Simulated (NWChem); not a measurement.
**B1B95-D3(BJ)/IGLO-II run of CH3BN− ([B(CN)H3]-)**

Aim: the solvation energy at fixed shape (SMD, dichloromethane) of CH3BN− ([B(CN)H3]-) at B1B95-D3(BJ)/IGLO-II, from 2 runs. 

The results are computed with NWChem 7.3.0.

2 further runs of the same task are left out: 2 set aside as unsound or not needed.

## Step 1: Starting point

The species is CH3BN− (6 atoms), meant as a singlet with charge -1. SMILES: `[H][B-]([H])([H])C#N`. The shape is that of a GFN2-xTB optimisation.

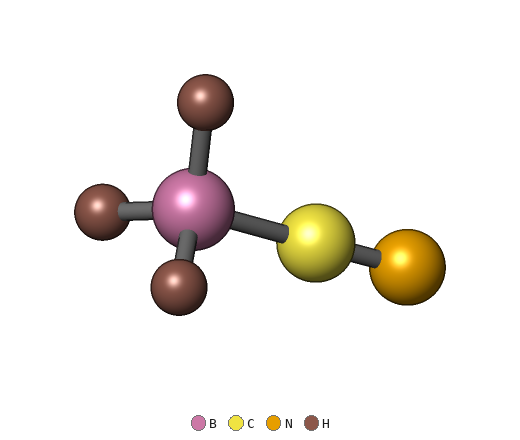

Viewed from a chosen angle; boron pink, carbon yellow, nitrogen amber, hydrogen brown.

## Step 2: The charge distribution at B1B95-D3(BJ)/IGLO-II

File m1.nw:

```
start m1
title "CH3BN properties"
memory 2200 mb
charge -1

geometry units angstroms noautosym nocenter noautoz
B    -0.008840   -0.000890   -0.515200
C     0.012590    0.003010    1.039770
N     0.037140    0.002160    2.198270
H     1.146410    0.004020   -0.920920
H    -0.598610    1.000520   -0.903260
H    -0.588700   -1.008830   -0.898660
end

basis spherical bse
B library IGLO-II
C library IGLO-II
N library IGLO-II
H library IGLO-II
end

dft
xc b1b95
disp vdw 4
grid xfine
mulliken
print low
end

property
efield
efieldgrad
dipole
moldenfile
molden_norm janpa
end

task dft property
```

Launch:

```console
$ nwchem m1.nw > m1.out
```

Standard output:

```text
[...]
 d= 0,ls=0.0,diis     1   -119.4044982223 -1.70D+02  1.10D-02  1.26D+00     2.1
[...]
 d= 0,ls=0.0,diis     8   -119.5309346475  5.21D-08  4.49D-06  7.72D-07    16.7
         Total DFT energy =     -119.530934647509
      One electron energy =     -266.086329406967
           Coulomb energy =      113.136923952142
    Exchange-Corr. energy =      -17.616106452905
 Nuclear repulsion energy =       51.037994391544
    Dispersion correction =       -0.003417131323
[...]
      Total Density - Mulliken Population Analysis
     ---------------------------------------------
    Atom       Charge   Shell Charges
 -----------   ------   -------------------------------------------------------
    1 B    5     5.13   0.99  0.78  0.22  0.59  0.28  0.10  0.72  1.14  0.29  0.03
    2 C    6     6.07   0.98  0.79  0.22  0.81  0.48  0.12  0.77  1.33  0.54  0.03
    3 N    7     7.35   0.96  0.79  0.23  0.90  0.74  0.15  0.85  1.69  1.00  0.03
    4 H    1     1.15   0.27  0.54  0.33  0.01
    5 H    1     1.15   0.27  0.54  0.34  0.01
    6 H    1     1.15   0.27  0.54  0.33  0.01
[...]
   Dipole moment        1.1081647221 Debye(s)
             DMX        0.0112522617 DMXEFC        0.0000000000
             DMY        0.0025528894 DMYEFC        0.0000000000
             DMZ        1.1081046524 DMZEFC        0.0000000000
   -EFC- dipole         0.0000000000 DEBYE(S)
   Total dipole         1.1081647221 DEBYE(S)
[...]
```

Wall time 17 s (1 thread of Intel Xeon 6975P-C (Granite Rapids), shared host); peak memory 0.25 GiB.

Atomic charges (e):

```
atom  Mulliken  Löwdin
  B1    -0.130  -0.450
  C2    -0.070  -0.050
  N3    -0.350  -0.230
  H4    -0.150  -0.090
  H5    -0.150  -0.090
  H6    -0.150  -0.090
```

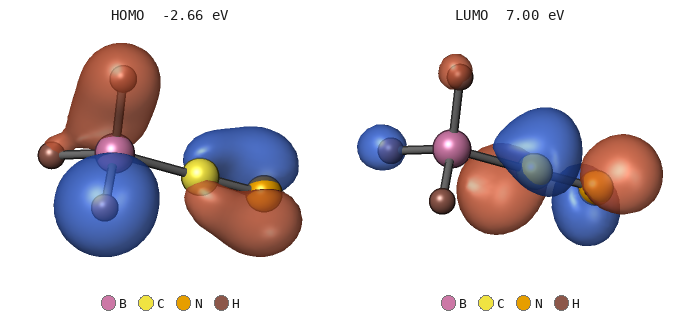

Frontier orbitals of this run, surfaces at ±0.2 Å^-3/2.

## Step 3: Energy and one-electron properties at B1B95-D3(BJ)/IGLO-II (SMD dichloromethane)

File ch3bn.nw:

```
start ch3bn
memory total 2200 mb
charge -1

geometry units angstroms noautosym nocenter noautoz
  B    -0.008840   -0.000890   -0.515200
  C     0.012590    0.003010    1.039770
  N     0.037140    0.002160    2.198270
  H     1.146410    0.004020   -0.920920
  H    -0.598610    1.000520   -0.903260
  H    -0.588700   -1.008830   -0.898660
end

basis spherical bse
  * library IGLO-II
end

cosmo
  do_cosmo_smd true
  solvent dcm
end

dft
  xc b1b95
  mult 1
  disp vdw 4
  grid xfine
  mulliken
  print medium
end

property
  efield
  efieldgrad
  dipole
  moldenfile
  molden_norm janpa
end

task dft property
```

Launch:

```console
$ nwchem ch3bn.nw > ch3bn.out
```

Standard output:

```text
[...]
          Wavefunction type:  closed shell.
          No. of atoms     :     6
          No. of electrons :    22
[...]
          Charge           :    -1
          Spin multiplicity:     1
[...]
          AO basis - number of functions:    84
[...]
              XC Information
              --------------
                        B1B95 Method XC Functional
                     Hartree-Fock (Exact) Exchange  0.280
                    Becke 1988 Exchange Functional  0.720
                         B95 Correlation Potential  1.000
[...]
 d= 0,ls=0.0,diis     1   -119.4044982223 -1.70D+02  1.10D-02  1.26D+00     1.9
[...]
 d= 0,ls=0.0,diis     7   -119.6144188019  8.01D-08  4.90D-07  2.65D-09    27.1
         Total DFT energy =     -119.614418801856
      One electron energy =     -270.270142304177
           Coulomb energy =      113.265172327732
    Exchange-Corr. energy =      -17.629417050610
 Nuclear repulsion energy =       51.037994391544
    Dispersion correction =       -0.003417131323
[...]
      Total Density - Mulliken Population Analysis
     ---------------------------------------------
    Atom       Charge   Shell Charges
 -----------   ------   -------------------------------------------------------
    1 B    5     5.21   0.99  0.78  0.22  0.58  0.35  0.10  0.71  1.19  0.25  0.03
    2 C    6     6.07   0.98  0.79  0.22  0.81  0.49  0.12  0.77  1.33  0.54  0.03
    3 N    7     7.36   0.96  0.79  0.23  0.89  0.75  0.15  0.85  1.69  1.01  0.03
    4 H    1     1.12   0.27  0.54  0.30  0.01
    5 H    1     1.12   0.27  0.54  0.30  0.01
    6 H    1     1.12   0.27  0.54  0.30  0.01
[...]
   Dipole moment        0.9173472129 Debye(s)
             DMX        0.0096963584 DMXEFC       20.6476854472
             DMY        0.0019623208 DMYEFC        7.3823068341
             DMZ        0.9172938673 DMZEFC       -1.9493144445
   -EFC- dipole        22.0142043990 DEBYE(S)
   Total dipole        21.9617831809 DEBYE(S)
[...]
```

Wall time 28 s (1 thread of Intel Xeon 6975P-C (Granite Rapids), shared host); peak memory 0.13 GiB.

Atomic charges (e):

```
atom  Mulliken  Löwdin
  B1    -0.210  -0.450
  C2    -0.070  -0.050
  N3    -0.360  -0.240
  H4    -0.120  -0.080
  H5    -0.120  -0.080
  H6    -0.120  -0.080
```

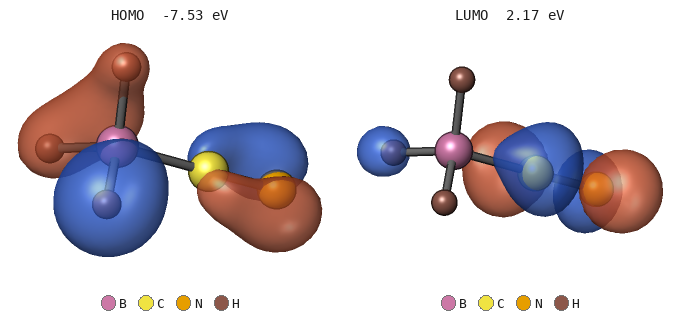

Frontier orbitals of this run, surfaces at ±0.2 Å^-3/2.

## Step 4: Summary of results

At B1B95-D3(BJ)/IGLO-II:

```
                                                                   quantity          value
                                                    gas phase: total energy  -119.53093 Eh
                                               gas phase: dispersion energy   -8.97 kJ/mol
                                         SMD, dichloromethane: total energy  -119.61442 Eh
                                          SMD, dichloromethane: HOMO energy       -7.53 eV
                                          SMD, dichloromethane: LUMO energy        2.17 eV
SMD, dichloromethane: HOMO–LUMO gap (to an unbound level, set by the basis)        9.70 eV
                                    SMD, dichloromethane: dispersion energy   -8.97 kJ/mol
                           SMD, dichloromethane: solvent term in the energy  -219.2 kJ/mol
                           energy change from gas to solvent at fixed shape      -2.272 eV
```

**Reading.** The solvent model (SMD, dichloromethane) lowers the energy by 2.27 eV (−52 kcal/mol) at the same shape.
